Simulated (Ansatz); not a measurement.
Start from BaTiO$_{3}$ (space group P4mm, No. 99; a = 3.955 Å, c = 4.044 Å). Axes: x, y, z lie along a, b, c of the conventional cell.

One thing is altered: the cell is compressed by 2.96 % along y with no lateral relaxation; the atoms relax in the strained cell.

Level of theory: Ansatz (a program for electronic structure), PBEsol, PAW, cutoff 420 eV, scalar-relativistic without spin-orbit coupling.

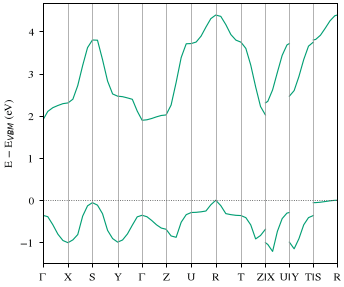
*Highest valence and lowest conduction band along the path of the changed cell's own zone*

Q: Read the changed gap and its character from the plot.

A: About 1.9 eV, indirect, R → Γ.

Stability against distortions was not tested. The final runs are not spin-polarised. k-point labels follow each cell's own Brillouin zone.
